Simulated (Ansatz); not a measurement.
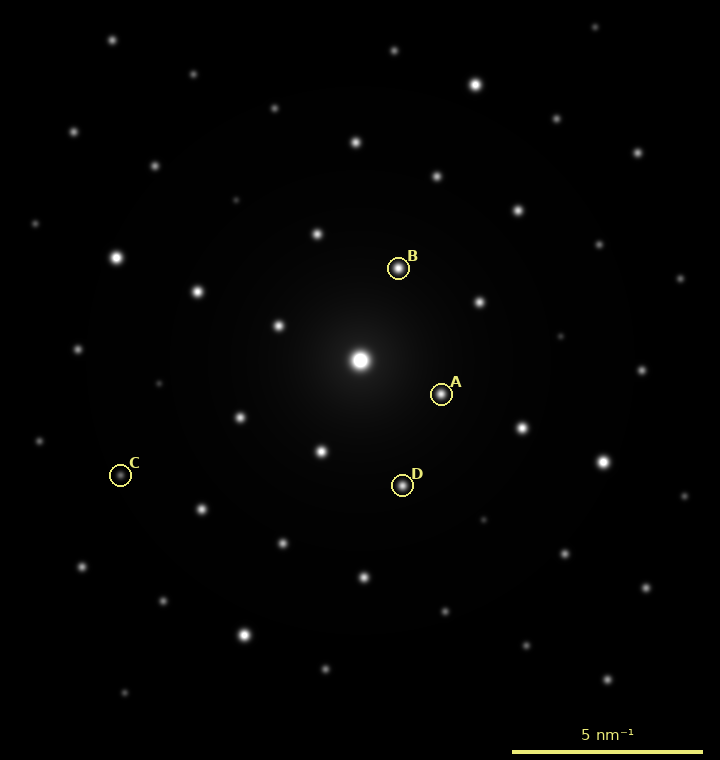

The pattern is a kinematic simulation for 300 kV electrons (no multiple scattering; isotropic B = 1 Å²). The zone axis points towards the electron source and the pattern is seen from the source side.

Crystal: Li₄Hg₄Rh, space group I4/mmm (No. 139), a = 8.60 Å, c = 4.24 Å. Structure: coordinates from a relaxation with Ansatz, DFT, PAW plane waves, r2scan; the starting structure was generated, so it need not be a known form of this composition.

Spot A is indexed 0 -2 0 and spot B 1 0 -1.

Question: Index the other marked spots.

Answer: C = −2A − 2B = -2 4 2 (d = 1.424 Å). D = A − B = -1 -2 1 (d = 2.848 Å).

Question: Which zone axis is this?

Answer: The cross product of A and B is parallel to [101]; every spot obeys hu + kv + lw = 0.

Question: What are the spacings of A and B and the angle between them?

Answer: d(A) = 4.299 Å, d(B) = 3.803 Å, and the angle is 90.0°.
